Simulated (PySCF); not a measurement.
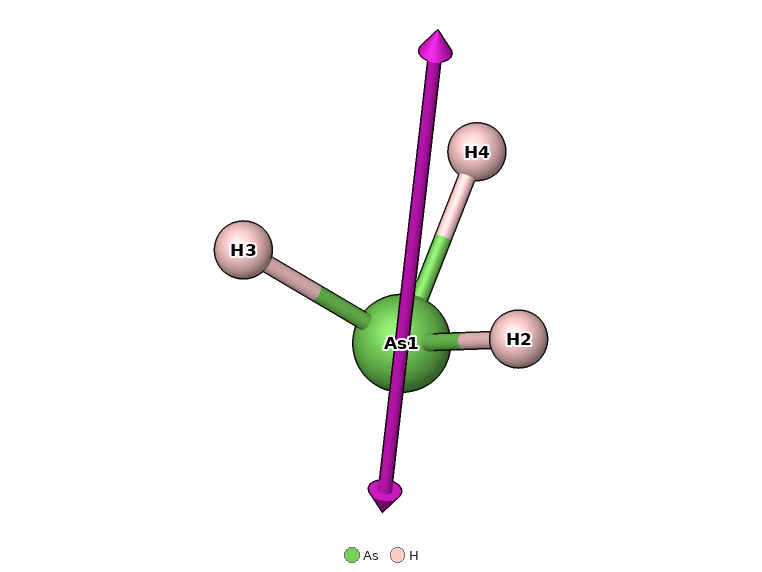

The double arrow shows the direction of the transition dipole to excited singlet state 1 (its length means nothing). The geometry was computed by an optimisation with GFN2-xTB. No frequency run is at hand to confirm it as a minimum. Properties computed with TDDFT CAM-B3LYP/def2-SVPD, vertical, gas phase, core orbitals frozen in the response (PySCF 2.14.0).

**Give its energy, strength and character.**

7.16 eV (173 nm), oscillator strength 0.16, mainly HOMO → LUMO (weight 0.99); transition dipole 2.44 D.

The geometry is semi-empirical. Around As such bond lengths and angles can be off by a tenth of an ångström or more and by several degrees, and values that hang on the shape move with them.
